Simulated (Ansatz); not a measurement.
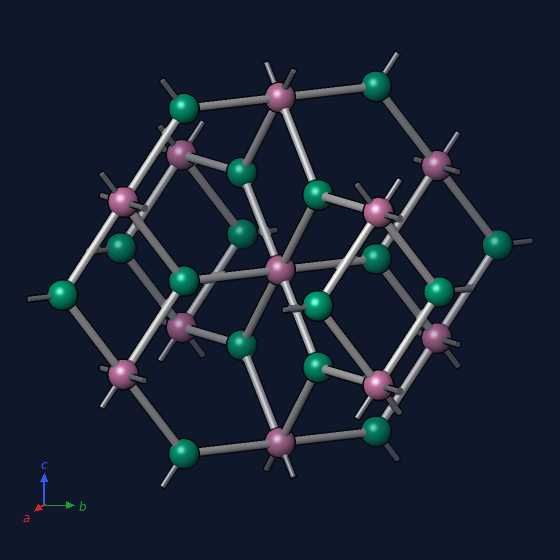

A cut-out of a periodic net derived from a crystal structure. Nodes are coloured by topological kind. Edges to nodes outside the piece are drawn as stubs.

> Describe the net.

A binodal (3,6)-connected, three-periodic net. It is the rtl net, known from rutile.

> Give point symbol and coordination sequence of each kind of node.

3-connected node: 4.6^2, sequence 3, 14, 19, 62, 51, 144; 6-connected node: 4^2.6^10.8^3, sequence 6, 10, 38, 34, 102, 74.

Origin of the net. SnO₂ (space group P4_2/mnm, No. 136). Coordinates: the end point of a relaxation with DFT, PBE, plane waves, PAW (Ansatz); the starting structure was generated, so it need not be a known form of this composition. Bonds are taken as O–Sn below 2.4 Å; no other contact counts. The graph is simplified in the usual way: terminal and isolated atoms are pruned, two-connected atoms become edges. O is a 3-connected node; Sn is a 6-connected node, in the ratio 2:1.
